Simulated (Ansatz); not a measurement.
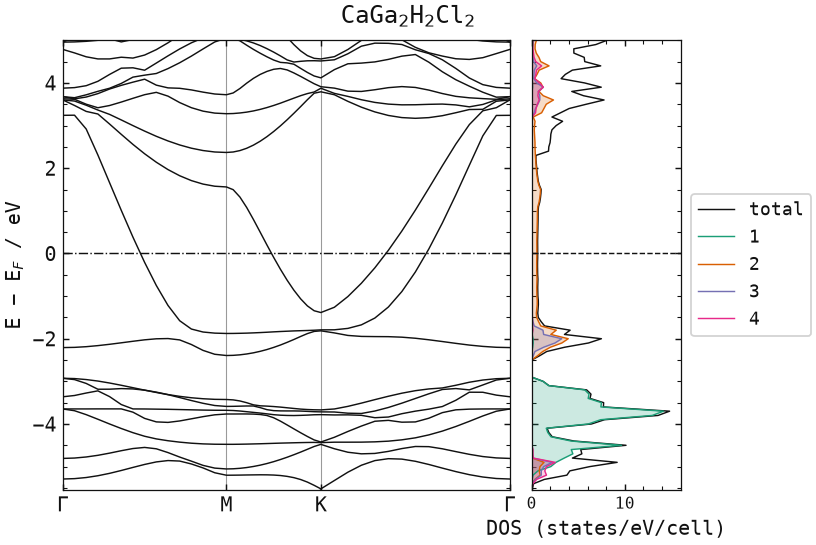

Band structure and density of states. Energies are counted from the Fermi level. The partial curves are projected on Löwdin-orthogonalised atomic shells; they sum to less than the total at higher energies, where shells without a projector contribute.

The material is CaGa2H2Cl2 (sheet), 7 atoms in the cell.

Computed with Ansatz 0.2.0: DFT PBEsol, scalar-relativistic, plane waves, PAW, no spin polarisation, 12×12×1 k mesh, 420 eV cutoff, Gaussian smearing of 0.1 eV.

The numbered curves are projections. Which is which? The candidates: Cl 3p, Ga 4p, Ga 4s, H 1s.

Answer. 1 is Cl 3p; 2 is Ga 4p; 3 is H 1s; 4 is Ga 4s.

Metal, semiconductor or insulator?

Answer. A metal: 2 bands cross the Fermi level along this path.

The structure is an invented one, so it need not be a known or stable phase.
